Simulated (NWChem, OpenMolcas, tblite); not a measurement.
GaH2O2F (SMILES [OH][Ga]([OH])[F]): methods side by side

GaH2O2F: 6 atoms, total charge 0, spin state singlet. As SMILES, `[OH][Ga]([OH])[F]`. Geometry: relaxed at PBE0-D4/def2-TZVP. This is one conformer, not always the lowest.

Quantity: the vertical energy of the triplet above the singlet, in eV. The values are calculated.

```tsv
level	kind	program	value (eV)	less CCSD(T)/6-31G*	CPU time (all runs)
IPEA1-xTB	semi-empirical	tblite	4.84	-1.64	under 2 s
HF/6-31G* (spherical functions)	Hartree–Fock	NWChem	5.78	-0.70	98 s
PBE/6-31G* (spherical functions)	GGA	OpenMolcas	5.62	-0.86	97 s
r2SCAN/6-31G* (spherical functions)	meta-GGA	OpenMolcas	5.54	-0.94	2.4 min
PBE0/6-31G* (spherical functions)	global hybrid	OpenMolcas	5.79	-0.69	63 s
B3LYP/6-31G* (Cartesian functions)	global hybrid	OpenMolcas	5.60	-0.88	81 s
MP2/6-31G* (spherical functions)	perturbation theory	NWChem	6.82	+0.34	2 min
CCSD(T)/6-31G* (spherical functions), open shells restricted	coupled cluster or CI	OpenMolcas	6.48	0.00	2.9 min
```

Differences are taken from CCSD(T)/6-31G* (spherical functions), open shells restricted for orientation; it has basis-set and higher-order errors of its own. All-electron rows without a relativistic Hamiltonian named are non-relativistic. The values span 4.84 to 6.82 eV. A triplet this far above the singlet is often a Rydberg-like or dissociative state; sets without diffuse functions put Rydberg states too high. In the correlated wave-function rows the outer d shell of Ga is correlated, in sets not made for it. The upper state's dipole differs much between rows, so they may not all be the same state. CPU times are rough (shared hosts, several kinds of processor and program).

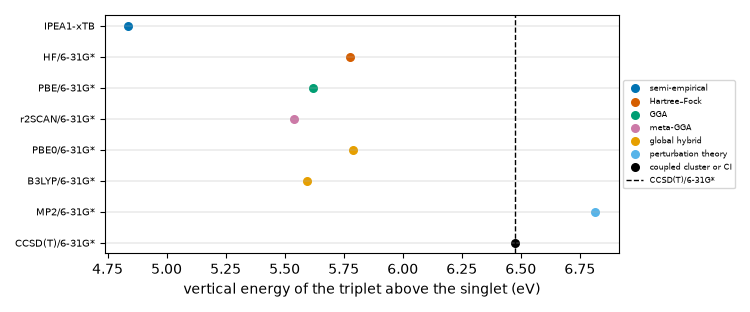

The values of the table, level by level.
